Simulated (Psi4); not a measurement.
**NH3 (ammonia) at B3LYP/cc-pVQZ-F12 (density fitting, sweep point 3)**

Aim: the response to a field of NH3 (ammonia). The job is set up through a Python script.

Program for the calculation: Psi4 1.11.

1 further run of the same task is left out (set aside as unsound or not needed).

**1. Starting point**

The species is NH3 (4 atoms), meant as a singlet with charge 0. As SMILES, `N`. The coordinates come from a GFN2-xTB relaxation.

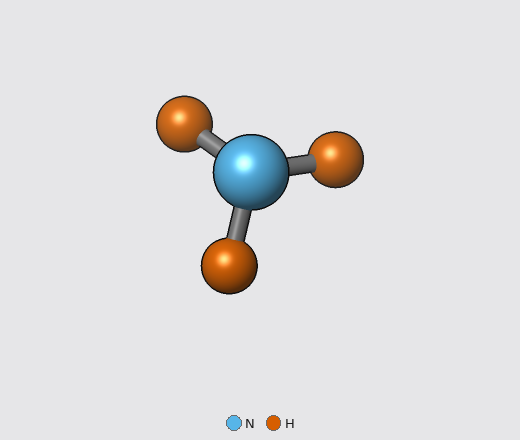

Viewed from a chosen angle; nitrogen blue, hydrogen orange.

**2. The polarisability at B3LYP/cc-pVQZ-F12 (density fitting, sweep point 3)**

Contents of job.py:

```python
import psi4

psi4.set_memory('1600 MB')
psi4.set_num_threads(1)
psi4.set_output_file('output.dat', False)

mol = psi4.geometry("""
0 1
N     -0.068160     0.242830     0.108060
H      0.491930    -0.300470     0.753380
H     -0.891960    -0.300620    -0.118350
H      0.468190     0.358250    -0.743090
units angstrom
symmetry c1
""")

psi4.set_options(dict(puream=True, scf_type='df', dft_radial_points=99, dft_spherical_points=590))

result = psi4.properties("b3lyp/cc-pVQZ-F12", properties=['dipole_polarizabilities'])
print(f'b3lyp/cc-pVQZ-F12 energy: {result:.10f} Eh')
```

Run with:

```sh
$ python job.py
```

**Question.** What will come out? Wanted: total energy; dipole moment; HOMO energy; LUMO energy; HOMO–LUMO gap; mean static polarisability.

Answer, from the run:

Level: B3LYP/cc-pVQZ-F12 (density fitting, sweep point 3).

```
                  quantity         value
              total energy  -56.59429 Eh
             dipole moment        1.48 D
               HOMO energy      -7.43 eV
               LUMO energy      -0.15 eV
             HOMO–LUMO gap       7.29 eV
mean static polarisability    14.4 bohr³
```
